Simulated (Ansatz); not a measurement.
# SiH2 (SMILES [SiH2]): methods side by side

SiH2 has 3 atoms, charge 0, and is taken as a singlet. SMILES: `[SiH2]`. Geometry: relaxed at PBE0-D4/def2-TZVP.

```xyz
3

Si   -0.4912    0.4686   -0.2136
H     0.8403    0.5786    0.5225
H    -0.3491   -1.0472   -0.3089
```

Quantity: the vertical ionisation energy (to the doublet cation), in eV. The values are calculated.

```json
{"level": "HF/cc-pVDZ", "kind": "Hartree–Fock", "program": "Ansatz", "value (eV)": "8.43", "less FCI/cc-pVDZ": "-0.89"}
{"level": "SVWN5/cc-pVDZ", "kind": "LDA", "program": "Ansatz", "value (eV)": "9.47", "less FCI/cc-pVDZ": "+0.15"}
{"level": "r2SCAN/cc-pVDZ", "kind": "meta-GGA", "program": "Ansatz", "value (eV)": "9.30", "less FCI/cc-pVDZ": "-0.02"}
{"level": "PBE0/cc-pVDZ", "kind": "global hybrid", "program": "Ansatz", "value (eV)": "9.35", "less FCI/cc-pVDZ": "+0.03"}
{"level": "HSE06/cc-pVDZ", "kind": "range-separated hybrid", "program": "Ansatz", "value (eV)": "9.35", "less FCI/cc-pVDZ": "+0.03"}
{"level": "B2PLYP/cc-pVDZ", "kind": "double hybrid", "program": "Ansatz", "value (eV)": "9.31", "less FCI/cc-pVDZ": "-0.01"}
{"level": "CCSDT/cc-pVDZ", "kind": "coupled cluster or CI", "program": "Ansatz", "value (eV)": "9.32", "less FCI/cc-pVDZ": "0.00"}
{"level": "FCI/3-21G", "kind": "exact in the basis", "program": "Ansatz", "value (eV)": "8.78", "less FCI/cc-pVDZ": "-0.54"}
{"level": "FCI/cc-pVDZ", "kind": "exact in the basis", "program": "Ansatz", "value (eV)": "9.32", "less FCI/cc-pVDZ": "0.00"}
```

FCI/cc-pVDZ is exact within its basis and frozen core, so for wave-function methods in that basis the difference is their error; functionals converge differently with the basis, so for them it is only a difference. The values span 8.43 to 9.47 eV. High-level rows in very small sets aren't better than simpler rows in larger ones.

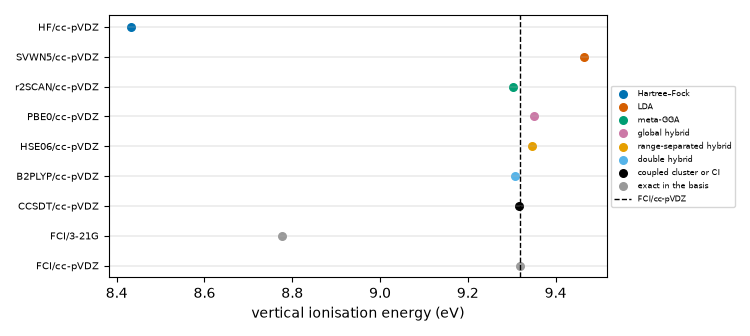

The values of the table, level by level.
